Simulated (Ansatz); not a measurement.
**F5Ta: density, localisation and related maps**

Input file:

```
crystal:
  periodic: [false, false, false]
  atoms:
    - { symbol: Ta, position_ang: [0.0, 0.0, 0.0] }
    - { symbol: F, position_ang: [1.93, 0.0, 0.0] }
    - { symbol: F, position_ang: [0.0, 0.0, 1.93] }
    - { symbol: F, position_ang: [0.0, 0.0, -1.93] }
    - { symbol: F, position_ang: [-0.965, 1.6714, 0.0] }
    - { symbol: F, position_ang: [-0.965, -1.6714, 0.0] }
basis:
  gaussian: { orbitals: def2-SVP }
hamiltonian:
  xc: lda
relax:
  f_tol: 0.02
  max_steps: 40
output:
  orbitals: {}
```

Run with:

```sh
ansatz run input.yaml --threads 2 --pin off --max-ram 3072MiB --backend cpu --events-out ev --progress --plain --runs-dir out
```

The fields are those of the run's last geometry, not of the input's.

Core potentials replace the inner electrons of Ta.

Computed with RKS LDA/def2-SVP in Ansatz 0.2.0.

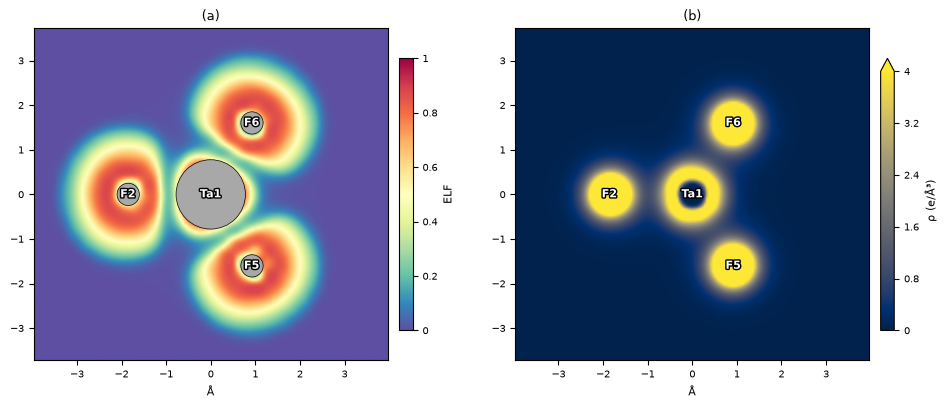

Figure 1. (a) ELF; (b) electron density on the plane of atoms F2, Ta1 and F5. Grey discs cover the atomic cores in the ELF map.

Describe what can be read from this map.

The section cuts through Ta and F sites. Ta–F (1.85 Å): ρ at the midpoint is about 1.1 e/Å³; the ELF peaks at about 0.80 in the valence shell of F, 0.5 Å from its nucleus, and drops to about 0.25 between the two atoms.

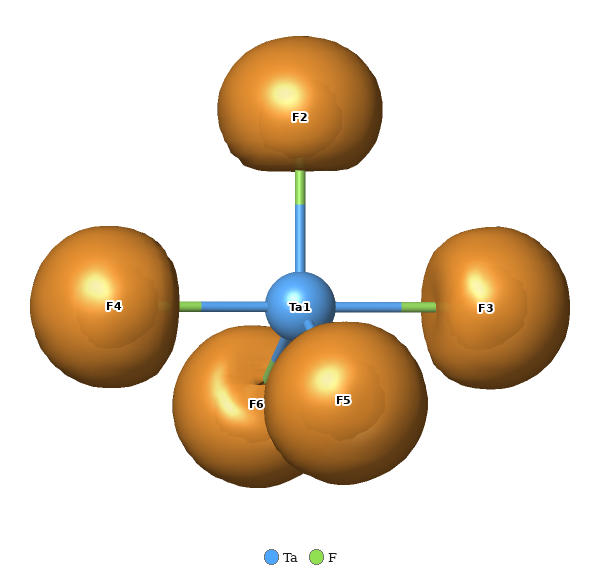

Figure 2. Isosurface of the ELF at 0.75 (orange), seen at a tilt. Core shells and regions of very low density are left out.

Identify the bonds, lone pairs and shells in this picture.

At this value the surface marks out five regions wrapped around F (the valence shell of each).

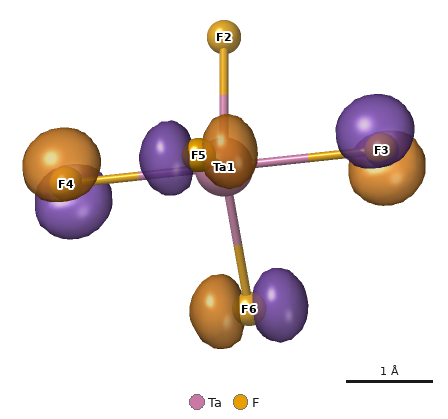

Figure 3. The HOMO at ±0.3 Å⁻³ᐟ² (orange and purple are the two phases), seen at a tilt.

Where does this orbital lie, and at what energy?

Its weight (Hirshfeld) is mainly on F3 (about 25 %), F4 (about 25 %), F5 (about 20 %) and F6 (about 20 %); largely a combination of lone pairs on F3, F4, F5 and F6. It is one of a degenerate set, so its orientation is arbitrary. Its energy is −10.29 eV.
